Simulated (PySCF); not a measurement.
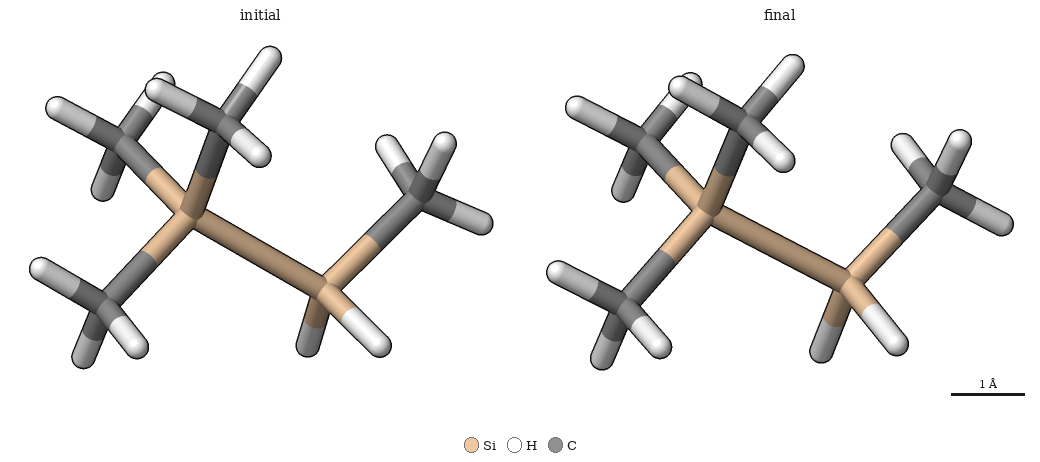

The structure of C₄H₁₄Si₂ before (left) and after (right) a relaxation, at one scale.

The picture is a stick view, seen at a tilt.

The start comes from GFN2-xTB. Its atoms were then displaced at random by about 0.03 Å.

Computed with PBE0-D3(BJ)/def2-SVP geometry optimisation, gas phase in PySCF 2.14.0, density-fitted response routines. 

Q: Describe what moved and what it gained.

A: The energy falls by 1.016 eV in 6 geometry steps. An H atom moves most after the best rigid fit: 0.13 Å. By element the largest moves are H 0.13 Å, C 0.11 Å, Si 0.11 Å. Among the contacts that change: H–Si 1.379 → 1.501 Å, C–Si 1.986 → 1.889 Å, C–H 1.193 → 1.101 Å, C–H 1.009 → 1.100 Å. Bond angles that change, for instance: H–Si–C 100.6° → 109.3°, H–Si–C 103.2° → 109.3°, H–C–H 102.0° → 108.0°.
